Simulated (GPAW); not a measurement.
Run report: CuHO, property calculation

- system: CuHO, SMILES [OH][Cu]
- method: HSE06/plane waves, dispersion D4, scalar-relativistic datasets (GPAW 26.7.0)

The geometry comes from this level: GFN2-xTB.

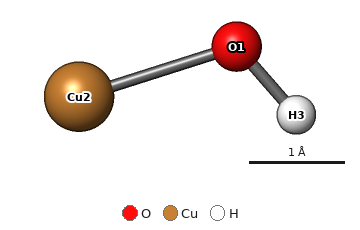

Figure 1. The structure as given in the input (ball-and-stick view, seen on its broad side; atoms are numbered from 1 in the order of the input). Sticks mark near contacts.

## Input file (molecule.py)
```python
import numpy as np
from ase.calculators.mixing import SumCalculator
from ase.io.zmatrix import parse_zmatrix
from ase.units import Debye
from dftd4.ase import DFTD4
from gpaw import GPAW, PW

# Atomic positions
zmat = """
O
Cu 1 r2
H 1 r3 2 a3
"""
values = dict(r2=1.742505, r3=0.954849, a3=113.28821)
atoms = parse_zmatrix(zmat, defs=values)
atoms.center(vacuum=4.5)

# Calculator
calculator = GPAW(mode=PW(600),
                  xc='HSE06',
                  occupations={'name': 'fermi-dirac', 'width': 0.02},
                  eigensolver={'name': 'rmm-diis', 'niter': 2},
                  maxiter=60,
                  setups={'Cu': ':d,5.0'},
                  txt='molecule.txt')
atoms.calc = SumCalculator([DFTD4(method='HSE06'), calculator])

energy = atoms.get_potential_energy()
print(f'Energy                  {energy:.5f} eV')
forces = atoms.get_forces()
print('Forces (eV/Ang)')
for symbol, f in zip(atoms.symbols, forces):
    print(f'{symbol:2} {f[0]:9.4f} {f[1]:9.4f} {f[2]:9.4f}')
dipole = calculator.get_dipole_moment(atoms) / Debye
print(f'Dipole: {np.linalg.norm(dipole):.3f} D')
```

Machine: 1 thread of Arm Neoverse V2, 24 GiB of memory available, shared host.

Command:
```bash
python3 -u molecule.py | tee molecule.out
```

## What the program printed
```
Energy                  36.81734 eV
Forces (eV/Ang)
O    -1.1173   -0.3630    0.0000
Cu    1.1956    0.0373    0.0000
H    -0.0607    0.3257    0.0000
Dipole: 3.992 D
```

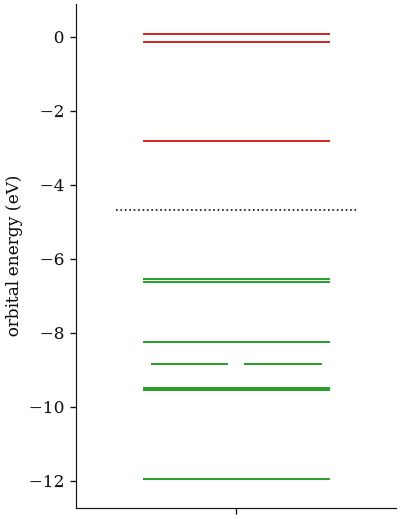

Figure 2. Orbital energies near the frontier; the dotted line parts filled from empty levels, and levels within 0.02 eV of each other stand side by side. Highest filled −6.56 eV, lowest empty −2.81 eV, 3.75 eV apart.

## Summary

| quantity | value |
| --- | --- |
| outcome | converged |
| energy relative to the program's reference atoms | 36.8173 eV |
| dispersion energy | −0.000735 hartree |
| largest force | 1.196 eV/Å |
| HOMO | −6.56 eV |
| LUMO | −2.81 eV |
| dipole moment | 3.99 D |
| wall time | 1.9 min |
| peak memory | 0.48 GiB |

Settings chosen away from the usual ones: setups set to {"Cu": ":d,5.0"}; solver set to rmm-diis; niter set to 2.
